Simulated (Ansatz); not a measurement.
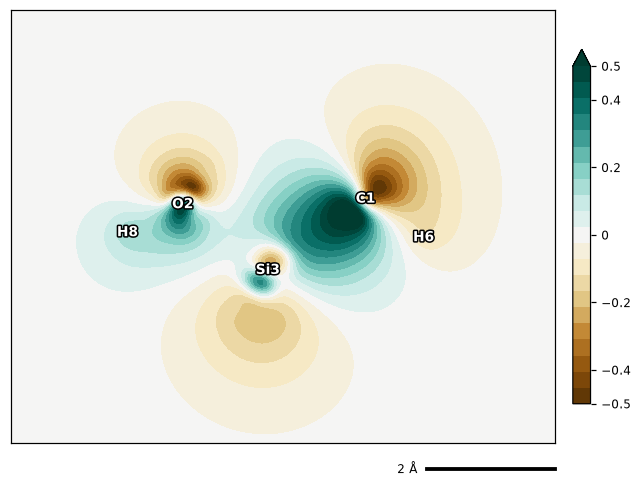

Figure. CH5OSi (SMILES C[SiH]O) (doublet). One frontier orbital on the plane of atoms C1, Si3 and O2 (values in Å⁻³ᐟ²; the overall sign is arbitrary).

Geometry: B3LYP/6-31G*.

Level of theory: isolated molecule in a Gaussian basis; Kohn-Sham density functional theory, functional PBE0 in Ansatz.

Input file:

```
basis:
  gaussian: {orbitals: def2-TZVPD}
crystal:
  periodic: [false, false, false]
  atoms:
    - {symbol: C, position_ang: [-0.973814, -1.837421, -1.110129]}
    - {symbol: O, position_ang: [0.774314, -3.621119, 0.278826]}
    - {symbol: Si, position_ang: [0.801563, -2.446259, -0.921193]}
    - {symbol: H, position_ang: [-1.635075, -2.636921, -1.458927]}
    - {symbol: H, position_ang: [-1.355413, -1.474486, -0.147266]}
    - {symbol: H, position_ang: [-1.021131, -1.013950, -1.831589]}
    - {symbol: H, position_ang: [1.694031, -1.297645, -0.525670]}
    - {symbol: H, position_ang: [1.631647, -4.011675, 0.499493]}
magnetization: {spin_polarized: true, initial_magnetization: 1}
hamiltonian: {xc: {name: PBE0}}
output: {forces: true, orbitals: {seedname: orbitals}}
```

Run with:

```sh
ansatz run input.yaml --threads 1 --pin off --max-ram 2610MiB --events-out events.jsonl --progress --plain --runs-dir runs
```

Q: Which orbital is it: HOMO (β) or LUMO (β)?

A: The HOMO (β), at −8.73 eV. It lies mainly on Si3 (about 25 %), C1 (about 25 %), H7 (about 20 %) and O2 (about 20 %).
